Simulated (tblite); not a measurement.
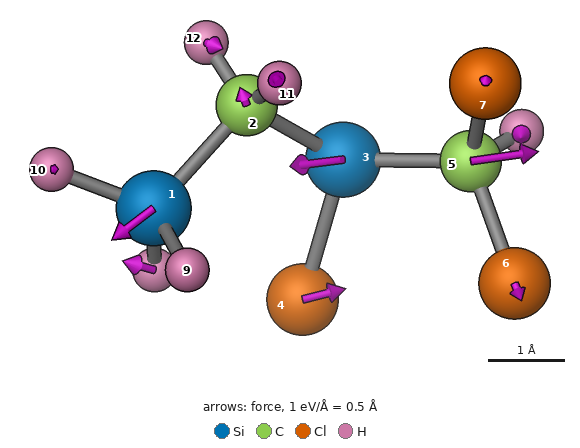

Starting geometry of C2H6Cl3Si2 (multiplicity 2) with the computed forces as purple arrows. A ball-and-stick model, seen at a tilt.

Level of theory: tblite 0.8.0, GFN2-xTB geometry optimisation, gas phase. 

Is this structure relaxed? If not, where do the atoms go?

It isn't relaxed: the largest force vector, on a Si atom, is 1.99 eV/Å. The final displacements have little in common with the starting forces (cosine between the two patterns 0.08). After 136 geometry steps the energy has fallen by 0.796 eV. The atom that moves furthest after the best rigid fit is a Cl atom (1.63 Å). Largest moves by element: Cl 1.63 Å, H 0.96 Å, Si 0.61 Å, C 0.39 Å. Among the contacts that change: Cl–Si 3.189 → 4.029 Å, C–Si 1.845 → 1.941 Å, C–Si 1.874 → 1.926 Å, Cl–Si 2.077 → 2.033 Å. Among the angles between lasting bonds that change: Si–C–Si 105.3° → 116.1°, Si–C–H 106.4° → 114.4°, H–C–H 112.1° → 106.2°. Groups turn about C–Si by about 60°, C–Si by about 30°. The run took 2.3 s on 1 thread of Arm Neoverse N1, on a shared host.
